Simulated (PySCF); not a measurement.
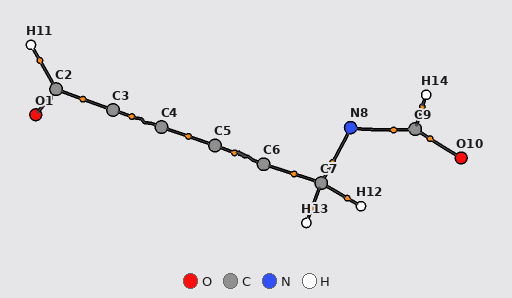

Figure. C₇H₄NO₂, doublet, SMILES `O=CC#CC#CC[N]C=O`. Molecular graph of the electron density (QTAIM): bond paths, bond critical points (orange), ring points (yellow, if any); weak paths are dashed.

Level of theory: ωB97X/6-31G* (PySCF), at a geometry from GFN2-xTB. No frequency check shows the geometry to be a minimum. The stability of the open-shell solution wasn't checked. GFN2-xTB doesn't know the spin state, so this open-shell geometry is rough.

Coordinates in Å:

```
O1      -5.2677   -0.3977   -0.4281
C2      -4.4432    0.4241   -0.1280
C3      -3.0481    0.2008    0.0157
C4      -1.8509    0.0326    0.1505
C5      -0.5232   -0.1424    0.3001
C6       0.6652   -0.3527    0.4265
C7       2.0804   -0.5320    0.5660
N8       2.8068    0.6432    0.2584
C9       4.0278    0.5264   -0.2042
O10      4.5516   -0.3738   -0.8384
H11     -4.7122    1.4827    0.0742
H12      2.4512   -1.3390   -0.1047
H13      2.2991   -0.8801    1.5904
H14      4.5940    1.4646    0.0033
```

> How many critical points of each kind are there, and does the count close?

14 nuclei, 13 bond, 0 ring and 0 cage critical points: 14 − 13 + 0 − 0 = 1, as the Poincaré–Hopf relation requires.

> What does the calculation give at each kind of bond critical point?

```tsv
bond	length (Å)	ρ (a.u.)	∇²ρ (a.u.)	ε	H (a.u.)
O1–C2	1.202	0.413	+0.54	0.10	−0.687
C9–O10	1.219	0.398	+0.36	0.07	−0.661
C5–C6	1.213	0.394	−1.03	0.01	−0.639
C3–C4	1.216	0.393	−0.96	0.03	−0.654
N8–C9	1.311	0.361	−0.83	0.04	−0.622
C4–C5	1.347	0.325	−1.01	0.01	−0.356
C2–C3	1.420	0.297	−0.87	0.06	−0.296
C7–N8	1.415	0.293	−0.93	0.05	−0.404
C6–C7	1.433	0.287	−0.81	0.04	−0.278
C2–H11	1.111	0.272	−0.94	0.02	−0.265
C9–H14	1.115	0.270	−0.93	0.03	−0.261
C7–H13	1.104	0.265	−0.89	0.03	−0.257
C7–H12	1.113	0.262	−0.88	0.03	−0.252
```

> What kind of interaction is C2–C3?

Shared-shell (covalent): ρ = 0.297, ∇²ρ = −0.87, H = −0.296 a.u.
